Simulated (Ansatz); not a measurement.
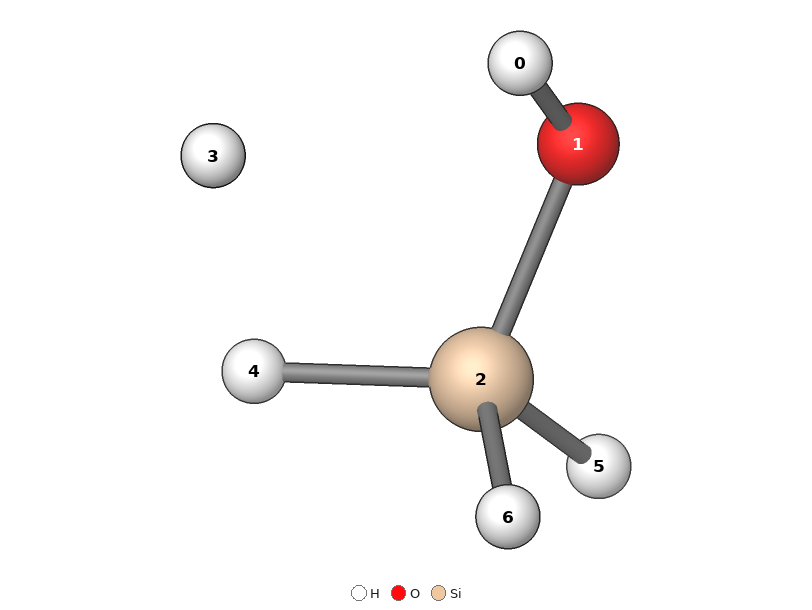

The structure as it stands in the input. Atoms are numbered from 0, in the order of the input.

The calculation was set up as follows.

```yaml
crystal:
  periodic: [false, false, false]
  atoms:
    - {symbol: H, position_ang: [-0.629666, -1.511225, -0.050721]}
    - {symbol: O, position_ang: [-0.229517, -1.083265, 0.706993]}
    - {symbol: Si, position_ang: [0.334931, 0.451857, 0.507143]}
    - {symbol: H, position_ang: [-1.014024, -0.617850, -2.558958]}
    - {symbol: H, position_ang: [-0.750310, 1.390374, 0.108618]}
    - {symbol: H, position_ang: [0.889875, 0.853445, 1.819761]}
    - {symbol: H, position_ang: [1.398812, 0.516665, -0.532735]}
basis:
  gaussian: {orbitals: def2-TZVPP}
magnetization: {spin_polarized: true, initial_magnetization: 1}
hamiltonian: {xc: {name: wB97M-V}}
```

Command:

```sh
ansatz run in.yaml --threads 2 --pin off --events-out ev --progress --plain --max-ram 4352MiB
```

Output:

```
Functional definition: wB97M-V
  name "wB97M-V"
  cite "Mardirossian & Head-Gordon, J. Chem. Phys. 144, 214110 (2016) doi:10.1063/1.4952647"
  cite "Becke, J. Chem. Phys. 107, 8554 (1997) doi:10.1063/1.475007"
  cite "Vydrov & Van Voorhis, J. Chem. Phys. 133, 244103 (2010) doi:10.1063/1.3521275"
  # Of w^i u^j: cxij and so on, Table III.
  parameter omega = 0.3/bohr
  parameter cx = 0.15
  parameter cx01 = 1.007
  parameter cx10 = 0.259
  parameter css00 = 0.443
  parameter css04 = -1.437
  parameter css10 = -4.535
  parameter css20 = -3.390
  parameter css43 = 4.278
  parameter cos00 = 1.000
  parameter cos10 = 1.358
  parameter cos20 = 2.924
  parameter cos21 = -8.812
  parameter cos60 = -1.390
  parameter cos61 = 9.142
  parameter b = 6.0
  parameter c = 0.01
  gx(w, u) = 1 - cx + cx01*u + cx10*w
  gss(w, u) = css00 + css04*u^4 + css10*w + css20*w^2 + css43*w^4*u^3
  gos(w, u) = cos00 + cos10*w + (cos20 + cos21*u)*w^2 + (cos60 + cos61*u)*w^6
  exchange = spin_sum(e_x_unif_sr(omega)*gx(b97_w, b97_u_x)) + cx*exact_x_sr(omega) + exact_x_lr(omega)
  correlation = spin_sum(e_c_pw_mod_same_spin*gss(b97_w, b97_u_same))
      + integral(e_c_pw_mod_opposite_spin*gos(b97_w_opposite, b97_u_opposite)) + vv10(b, c)
737 factors; their error is unknown
184 factors; integrals over basis functions are off by at most 3.6e-5 eV
mean field evaluation 1: about -10000.2653 eV, gradient 3.3e1 eV
mean field evaluation 2: about -9999.2955 eV, gradient 3.8e1 eV
mean field evaluation 4: about -10003.8756 eV, gradient 3.3e-1 eV
mean field evaluation 8: about -10003.8903 eV, gradient 1.2e-1 eV
mean field -10003.89032554 eV, -367.6361885832 hartree, gradient 7.3e-5 eV, S^2 0.750028; 0 other end points of the search recorded, 0 dependent functions left out
reference -10003.89037183 eV, -367.6361902843 hartree; 14, 13 occupied and 129, 130 virtual orbitals, 737 factors
Total energy: -10003.89037183 eV, -367.6361902843 hartree
```
